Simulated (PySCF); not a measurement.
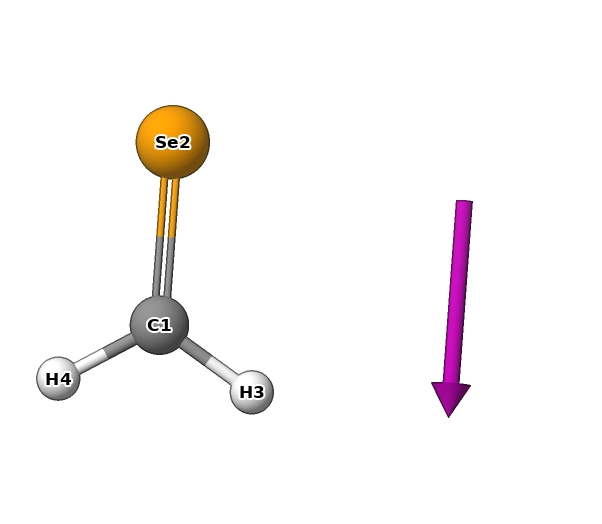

The arrow beside the molecule shows the direction of the dipole moment, from the negative to the positive end (its length means nothing). The geometry was computed by an optimisation with GFN2-xTB. No frequency run is at hand to confirm it as a minimum. Properties computed with CAM-B3LYP/def2-SVPD, gas phase (PySCF 2.14.0).

**How large is the dipole moment?**

1.56 D; it points from the side of Se2 to the side of H3, H4 (the outermost atoms at the two ends).

The geometry is semi-empirical. Around Se such bond lengths and angles can be off by a tenth of an ångström or more and by several degrees, and values that hang on the shape move with them.
